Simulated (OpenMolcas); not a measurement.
**CH3FGeO (SMILES C[O][Ge][F]): UB3LYP/ANO-R1 (sfX2C, RICD fitting, scramble 0.25)**

Wanted: an energy scan of CH3FGeO. 

The calculation is run with OpenMolcas 26.06.

5 further runs of the same task are left out: 1 that didn't finish, 4 set aside as unsound or not needed. Runs told in other sessions of the task aren't counted.

**1. The system as given**

The species is CH3FGeO (7 atoms), meant as a singlet with charge 0. SMILES: `C[O][Ge][F]`. The coordinates come from a PBE0-D4/def2-TZVP relaxation. This is one conformer, not always the lowest.

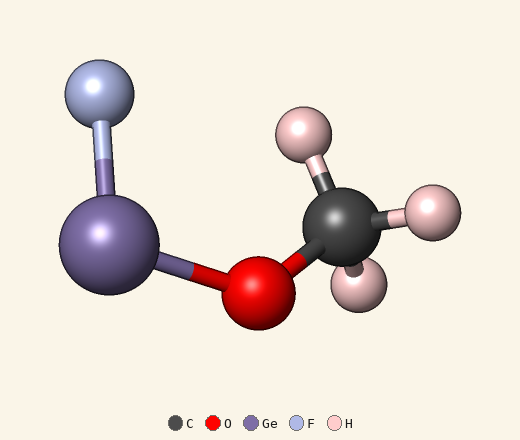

The structure, seen from a chosen angle (carbon dark grey, oxygen red, germanium purple, fluorine light blue, hydrogen pink).

**2. An energy scan at UB3LYP/ANO-R1 (sfX2C, RICD fitting, scramble 0.25)**

point1.xyz reads:

```xyz
7
R = 5.304
C      0.443877     3.251523    -1.601661
O      1.361077     3.384223    -2.668461
Ge     2.390377     2.149323    -3.394961
F      0.967400    -1.990600    -0.400200
H      0.400177     2.227823    -1.222761
H      0.740677     3.921123    -0.789961
H     -0.550023     3.548523    -1.946861
```

calc.input reads:

```
* CH3FGeO Kohn-Sham DFT
&GATEWAY
Coord = point1.xyz
Basis = ANO-R1
Group = NoSym
RICD
&SEWARD
&SCF
UHF
KSDFT = B3LYP
Scramble = 0.25
PrOrbitals = 0
>>> ForEach K in (1, 2, 3, 4, 5, 6, 7, 8, 9)
&GATEWAY
Coord = $CurrDir/point$K.xyz
Basis = ANO-R1
Group = NoSym
RICD
&SEWARD
&SCF
UHF
KSDFT = B3LYP
PrOrbitals = 0
FileOrb = $Project.UhfOrb
>>> EndDo
```

Run with:

```
$ export MOLCAS_MEM=1860
$ pymolcas calc.input > calc.log
```

The log of the run:

```text
--- Start Module: gateway ---
[...]
--- Stop Module: gateway /rc=_RC_ALL_IS_WELL_ ---
[...]
      Basis functions           96
[...]
       Convergence after  24 Iterations
[...]
::    Total KS-DFT energy                           -2313.9805235968
[...]
--- Start Module: seward ---
[...]
--- Stop Module: seward /rc=_RC_ALL_IS_WELL_ ---
[...]
--- Start Module: scf ---
[...]
       Convergence after  10 Iterations
[...]
::    Total KS-DFT energy                           -2314.1476767290
[...]
      Total spin, S                                    -0.0000000000
[...]
      Total electronic charge=   58.000000
      Total            charge=   -0.000000
[...]
      Dipole Moment (debye):
      Origin of the operator (angstrom)=    0.9540   -0.6466   -0.8428
                   X= -1.6645E-01               Y= -7.7781E-03               Z=  1.8840E-01           Total=  2.5151E-01
      Quadrupole Moment (debye*angstrom):
[...]
--- Stop Module: scf /rc=_RC_ALL_IS_WELL_ ---
[...]
```

Run time: 3.2 min. Hardware: 1 thread of Intel Xeon Platinum 8559C (Emerald Rapids), shared host; peak memory 0.16 GiB.

The scan, from its lowest point:

| F4–Ge3 (Å) | energy (kJ/mol) |
| --- | --- |
| 5.304 | 490.3 |
| 4.243 | 464.7 |
| 3.536 | 421.4 |
| 3.005 | 348.9 |
| 2.563 | 230.9 |
| 2.210 | 111.0 |
| 1.945 | 25.9 |
| 1.768 | 0.0 |
| 1.591 | 51.4 |

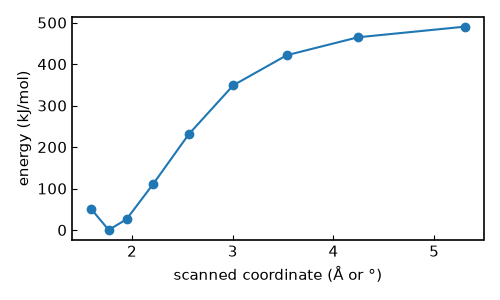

Energy along the scan.

**3. Results**

Level: UB3LYP/ANO-R1 (sfX2C, RICD fitting, scramble 0.25).

| quantity | value |
| --- | --- |
| lowest energy of the scan | -2314.16727 Eh |
